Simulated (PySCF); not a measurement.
## GaPH₆: geometry relaxation (part 4 of 4)

GaPH₆; BHLYP/LANL2DZ, RKS, dispersion D3(0), core potentials lanl2dz (PySCF 2.14.0). The atoms were displaced at random from an optimised geometry.

Geometry of the input (Å):
```
P  -0.5007  -0.0422  -0.8458
Ga 0.8330  0.0201  1.4412
H  -1.9643  0.0075  -0.8638
H  -0.4892  -0.9918  -1.8447
H  -0.3132  1.0761  -1.7624
H  0.2188  1.4283  1.7568
H  2.2154  -0.1296  0.6914
H  0.0791  -1.4050  1.8409
```

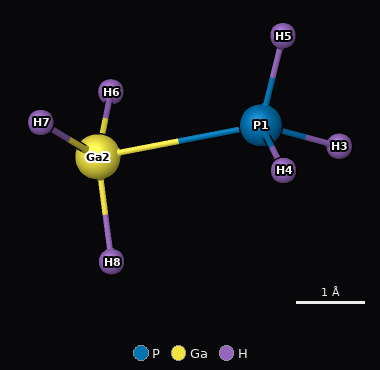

Fig. 1: The geometry at step 21 of the log (ball-and-stick view, seen at a tilt; atoms are numbered from 1 in the order of the input).

**Trajectory as extended XYZ, continued**
```
8
Properties=species:S:1:pos:R:3:forces:R:3 step=17 energy=-327.35382
P    -0.5779    0.0131   -0.9424    0.0008   0.0001  -0.0013
Ga    0.7923   -0.0291    1.3751   -0.0012   0.0002   0.0002
H    -1.9937    0.0770   -0.8914    0.0000   0.0000   0.0009
H    -0.4330   -1.0812   -1.8327    0.0001   0.0003   0.0006
H    -0.3362    1.0760   -1.8496   -0.0002   0.0000   0.0000
H     0.2635    1.3606    1.9075    0.0001   0.0001  -0.0004
H     2.2269   -0.0988    0.7184    0.0001  -0.0003   0.0000
H     0.1414   -1.3565    1.9304    0.0004  -0.0004  -0.0001
8
Properties=species:S:1:pos:R:3:forces:R:3 step=18 energy=-327.35382
P    -0.5778    0.0131   -0.9424    0.0006   0.0006  -0.0003
Ga    0.7921   -0.0290    1.3749   -0.0001  -0.0004   0.0003
H    -1.9935    0.0768   -0.8909    0.0000   0.0000   0.0003
H    -0.4329   -1.0811   -1.8328   -0.0001   0.0000   0.0001
H    -0.3364    1.0762   -1.8494   -0.0003  -0.0002  -0.0002
H     0.2635    1.3607    1.9071   -0.0001   0.0001  -0.0002
H     2.2269   -0.0991    0.7186    0.0000   0.0000   0.0000
H     0.1413   -1.3565    1.9301    0.0000   0.0000   0.0000
8
Properties=species:S:1:pos:R:3:forces:R:3 step=19 energy=-327.35382
P    -0.5776    0.0131   -0.9425    0.0004   0.0004   0.0002
Ga    0.7921   -0.0291    1.3748    0.0003  -0.0004   0.0002
H    -1.9933    0.0768   -0.8905    0.0000   0.0000   0.0001
H    -0.4329   -1.0811   -1.8328   -0.0001  -0.0001  -0.0002
H    -0.3365    1.0762   -1.8495   -0.0003  -0.0002  -0.0003
H     0.2634    1.3607    1.9069   -0.0001   0.0000   0.0000
H     2.2270   -0.0992    0.7188    0.0000   0.0001   0.0001
H     0.1413   -1.3566    1.9300   -0.0001   0.0001   0.0000
8
Properties=species:S:1:pos:R:3:forces:R:3 step=20 energy=-327.35382
P    -0.5775    0.0132   -0.9425    0.0001   0.0001   0.0003
Ga    0.7921   -0.0291    1.3748    0.0005  -0.0002   0.0000
H    -1.9932    0.0769   -0.8902    0.0000   0.0000   0.0000
H    -0.4330   -1.0812   -1.8328   -0.0001  -0.0001  -0.0002
H    -0.3366    1.0762   -1.8497   -0.0001  -0.0001  -0.0002
H     0.2633    1.3606    1.9068   -0.0001  -0.0001   0.0001
H     2.2271   -0.0991    0.7190    0.0000   0.0001   0.0001
H     0.1413   -1.3567    1.9299   -0.0002   0.0002   0.0000
8
Properties=species:S:1:pos:R:3:forces:R:3 step=21 energy=-327.35382
P    -0.5774    0.0132   -0.9426   -0.0001  -0.0001   0.0001
Ga    0.7922   -0.0292    1.3749    0.0004   0.0001  -0.0001
H    -1.9931    0.0770   -0.8900    0.0000   0.0000   0.0000
H    -0.4332   -1.0812   -1.8327    0.0000   0.0000  -0.0001
H    -0.3366    1.0761   -1.8500    0.0000   0.0000   0.0000
H     0.2631    1.3605    1.9069    0.0000  -0.0001   0.0002
H     2.2273   -0.0991    0.7192    0.0000   0.0001   0.0001
H     0.1413   -1.3568    1.9297   -0.0002   0.0001   0.0000
8
Properties=species:S:1:pos:R:3:forces:R:3 step=22 energy=-327.35383
P    -0.5773    0.0133   -0.9426   -0.0001  -0.0002  -0.0001
Ga    0.7923   -0.0292    1.3749    0.0002   0.0001  -0.0001
H    -1.9930    0.0771   -0.8898    0.0000   0.0000   0.0000
H    -0.4333   -1.0813   -1.8327    0.0000   0.0000   0.0000
H    -0.3366    1.0760   -1.8502    0.0000   0.0000   0.0000
H     0.2631    1.3604    1.9070    0.0000  -0.0001   0.0001
H     2.2274   -0.0990    0.7194    0.0000   0.0000   0.0001
H     0.1413   -1.3569    1.9296   -0.0001   0.0000   0.0000
8
Properties=species:S:1:pos:R:3:forces:R:3 step=23 energy=-327.35383
P    -0.5773    0.0133   -0.9426   -0.0001  -0.0001  -0.0001
Ga    0.7923   -0.0292    1.3749    0.0000   0.0001   0.0000
H    -1.9930    0.0772   -0.8898    0.0000   0.0000   0.0000
H    -0.4334   -1.0813   -1.8327    0.0000   0.0000   0.0000
H    -0.3366    1.0760   -1.8503    0.0000   0.0000   0.0000
H     0.2631    1.3604    1.9071    0.0000   0.0000   0.0000
H     2.2275   -0.0989    0.7194    0.0000   0.0000   0.0000
H     0.1413   -1.3569    1.9294    0.0000   0.0000   0.0000
8
Properties=species:S:1:pos:R:3:forces:R:3 step=24 energy=-327.35383
P    -0.5773    0.0133   -0.9426    0.0000   0.0000   0.0000
Ga    0.7924   -0.0292    1.3749    0.0000   0.0000   0.0000
H    -1.9929    0.0772   -0.8898    0.0000   0.0000   0.0000
H    -0.4334   -1.0813   -1.8327    0.0000   0.0000   0.0000
H    -0.3366    1.0760   -1.8503    0.0000   0.0000   0.0000
H     0.2631    1.3604    1.9071    0.0000   0.0000   0.0000
H     2.2275   -0.0989    0.7195    0.0000   0.0000   0.0000
H     0.1413   -1.3569    1.9294    0.0000   0.0000   0.0000
```

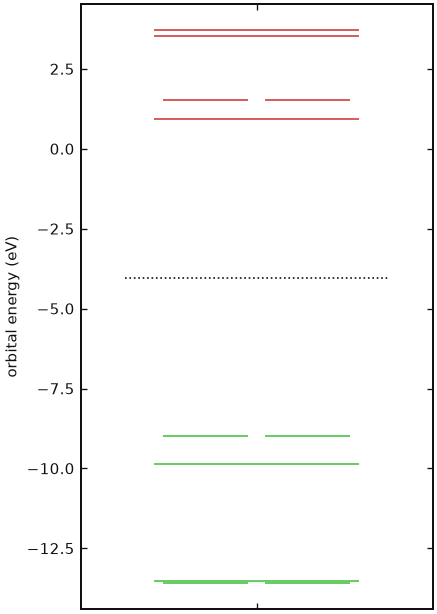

Fig. 2: Orbital energies near the frontier; the dotted line parts filled from empty levels, and levels within 0.02 eV of each other stand side by side. Highest filled −8.98 eV, lowest empty 0.92 eV, 9.90 eV apart.
